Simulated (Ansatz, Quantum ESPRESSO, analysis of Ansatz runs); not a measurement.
# A hop of Na in Na2CrO4 (Cmcm), charge −1, part 2 of 4

How high is the barrier when Na changes place in Na2CrO4 (Cmcm)? The case: V_Na hop (3.8 Å), charge −1, in a cell of 56 host atoms with 1 Na taken out.

Ansatz 0.2.0; plane-wave PAW DFT, PBEsol; nudged elastic band between two relaxed defect structures at fixed charge in a uniform background.

So far: Starting point; Relaxation of the start point, charge −1.

### 3. Relaxation of the end point, charge −1

Level of this step: plane-wave PAW DFT, PBEsol; relaxation of all atoms of a defect supercell at fixed charge in a uniform background (Ansatz).

The end point is relaxed in the same cell and settings, so that the two energies compare. Atoms more than 3.2 Å from the middle of the hop start where the first relaxation left them, the nearer ones on or close to their ideal places, with small random displacements.

Contents of qm1.end/input.yaml:

```yaml
crystal:
  lattice:
    - [0.0, 9.21092277, 7.09648259]
    - [5.85930775, 0.0, 7.09648259]
    - [5.85930775, 9.21092277, 0.0]
  atoms:
    - { symbol: Na, position: [0.03178371, 0.21801828, 0.28266804] }
    - { symbol: Na, position: [0.03280985, 0.21884636, 0.78182458] }
[... 6 atom lines left out ...]
    - { symbol: Na, position: [0.468028, 0.281972, 0.718028] }
[... 2 atom lines left out ...]
    - { symbol: Na, position: [0.0, 0.5, 0.0] }
[... 5 atom lines left out ...]
    - { symbol: Cr, position: [0.6981344, 0.5518656, 0.4481344] }
[... 1 atom line left out ...]
    - { symbol: Cr, position: [0.3018656, 0.4481344, 0.0518656] }
    - { symbol: Cr, position: [0.3018656, 0.4481344, 0.5518656] }
[... 2 atom lines left out ...]
    - { symbol: O, position: [0.15665528, 0.40616721, 0.09383279] }
[... 6 atom lines left out ...]
    - { symbol: O, position: [0.65616721, 0.40665528, 0.59334472] }
[... 5 atom lines left out ...]
    - { symbol: O, position: [0.34383279, 0.59334472, 0.90665528] }
[... 5 atom lines left out ...]
    - { symbol: O, position: [0.53112343, 0.71887657, 0.51041483] }
    - { symbol: O, position: [0.46887657, 0.28112343, 0.48958517] }
[... 2 atom lines left out ...]
    - { symbol: O, position: [0.96831194, 0.7813843, 0.98875525] }
[... 5 atom lines left out ...]
    - { symbol: O, position: [0.23958517, 0.51041483, 0.71887657] }
[... 1 atom line left out ...]
    - { symbol: O, position: [0.75278072, -0.00258751, 0.71866377] }
total_charge: -1
basis:
  ecutwfc: 420
  xc_grid: 2
hamiltonian:
  xc: pbesol
kpoints:
  mp_grid: { grid: [1, 1, 1], shift: [0.25, 0.25, 0.25] }
scf:
  occupations: { method: fixed }
  max_iter: 150
output:
  forces: true
relax:
  f_tol: 0.02
  max_steps: 70
  random_displacement: { amplitude: 0.01, seed: 4432 }
```

Command:

```
$ ansatz run input.yaml --threads 16 --pin off --max-ram 26378MiB --backend cpu --events-out ev --progress --plain --runs-dir out
```

Numbers of over 12 decimals in the logs are rounded to 6 here.

Output:

```text
[...]
Crystal: 55 atoms, lattice volume = 765.989 Å³
Basis set: ecut = 420 eV, 15027 PW (Γ), exchange–correlation on 160×128×150 points (8 copies of the dense FFT grid, shifted against one another)
Bands: 275, of which v1, the nominal top of the filled ones, is band 220 counted from 1 (219 counted from 0)
Symmetry: 1 space group operations
k-points: 1
[...]
SCF iter   1: F=—  HF=-66898.725798 eV  |F-HF|=—  |Δ(HF+E_count)|=         —  Δρ=1.44e-2  dr2=1.18e0  ethr=1.77e-3  ⟨swp⟩=4.0  Hψ=780  notcnv=0  defer=45
[...]
SCF iter  12: F=-66898.334627 eV  HF=-66898.334632 eV  |F-HF|=4.89e-6  |Δ(HF+E_count)|=   1.53e-6  Δρ=2.79e-5  dr2=6.96e-6  ethr=2.27e-9  ⟨swp⟩=3.0  Hψ=715  notcnv=0
SCF 1 converged in 12 iterations: F = -66898.334627 eV  dr2 = 6.96e-6
[...]
--- Relaxed structure (5 steps of the walk, 5 accepted, 0 SCFs on fresh bases) ---
  F+E_penalty+E_count = -66899.13645500 eV   max|allowed force component| = 5.911e-3 eV/Å
  atoms:
    - { symbol: Na, position: [0.030334, 0.213935, 0.286383] }
    - { symbol: Na, position: [0.044465, 0.189269, 0.775640] }
[...]
- { symbol: Na, position: [0.450190, 0.315669, 0.726551] }
[...]
- { symbol: Na, position: [-0.005186, 0.499018, 0.002357] }
[...]
- { symbol: Cr, position: [0.708046, 0.553314, 0.440731] }
    [... 1 atom left out ...]
    - { symbol: Cr, position: [0.299641, 0.442520, 0.055762] }
    - { symbol: Cr, position: [0.296551, 0.440865, 0.553199] }
[...]
- { symbol: O, position: [0.154183, 0.399698, 0.098655] }
[...]
- { symbol: O, position: [0.662933, 0.411465, 0.590537] }
    [... 5 atoms left out ...]
    - { symbol: O, position: [0.339220, 0.584579, 0.910115] }
    [... 5 atoms left out ...]
    - { symbol: O, position: [0.548144, 0.724277, 0.503145] }
    [... 9 atoms left out ...]
    - { symbol: O, position: [0.223590, 0.503335, 0.723906] }
    [... 2 atoms left out ...]
[key lines of the parts left out:]
SCF converged after 10 iterations
Free energy (F): -66899.136455 eV
Fermi energy:    2.715155 eV
```

Run time: 29 s. Hardware: 16 threads of Arm Neoverse N1, shared host; peak memory 1.5 GiB.

Relaxation path:

```tsv
step	energy less that of the first step (eV)	largest force component (eV/Å)
1	0.0000	3.0660
2	-0.6077	1.5647
3	-0.7722	0.1562
4	-0.7990	0.0356
5	-0.8018	0.0059
```

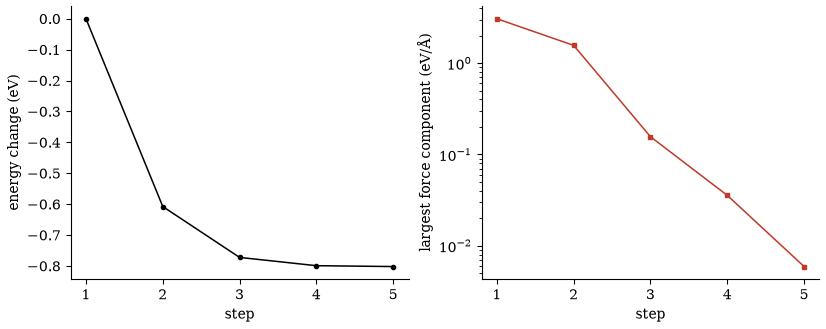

Energy and largest force along the relaxation.

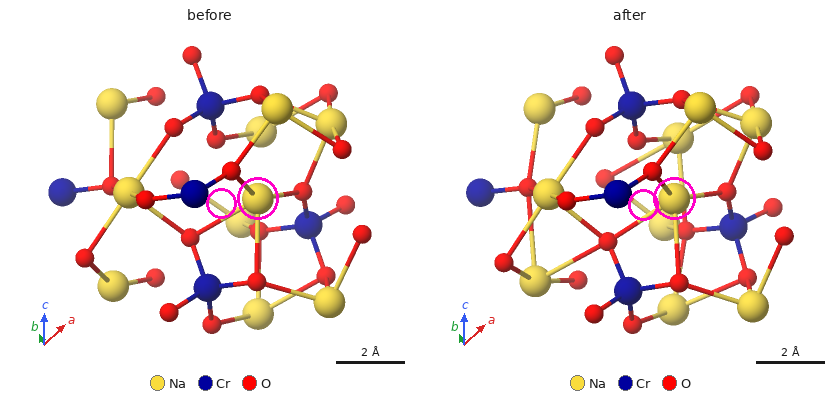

Before and after: the atoms that start within 5 Å of the centre. Na9, which moves most, is ringed if it is among them. A ring with no atom in it marks the middle of the ideal hop.

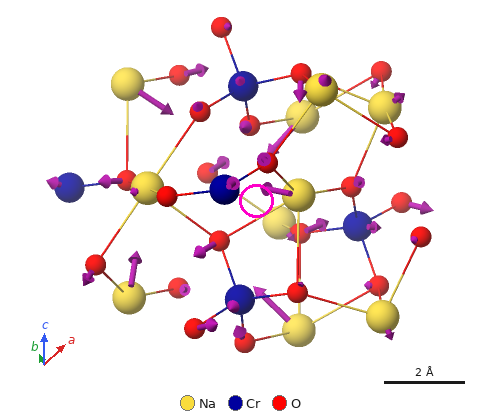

Displacements in the relaxation from the typed sites near the centre, exaggerated, the mean shift taken out; the longest in the cell stands for 0.29 Å. A ring marks the middle of the ideal hop wherever no atom is near it.

The atoms that moved most (Å, from the sites as typed, ahead of the random displacement, the mean shift of all atoms taken out):

```tsv
atom	dx	dy	dz	length
Na9	0.248	-0.084	0.114	0.286
Na3	0.248	0.068	-0.108	0.279
Na2	-0.208	0.053	-0.126	0.249
O33	0.139	-0.023	0.196	0.241
Na4	0.004	-0.212	-0.097	0.233
Na6	-0.206	-0.017	0.107	0.233
Na7	0.129	0.171	0.092	0.233
O49	0.041	0.080	0.185	0.206
```

Neighbours of Na9 at the end:

```tsv
atom	distance (Å)
O31	2.313
O33	2.332
O53	2.390
O44	2.548
O45	2.937
O37	2.955
Cr21	3.032
Cr20	3.143
O24	3.146
```

Numbers from this step:

| Property | Result |
| --- | --- |
| free energy | -66899.1365 eV |
| r.m.s. move of the farther half of the atoms | 0.08442 Å |
| largest move from the ideal geometry of this structure, a common shift of the far atoms taken out | 0.2909 Å |

The relaxation gained 0.802 eV and ended with a largest force component of 0.0059 eV/Å. The end lies 0.372 eV above the start.

(Continued in part 3 of 4.)

[Logs are printed without paths, hosts, clocks, repeated set-up lines and the standing remarks that a program may print on its own settings, such as how far it seeks lower states.]

[Hosts, paths, dates, database ids (printed as entryN), source tags and the programs' standing remarks are cut or masked in the printed files.]
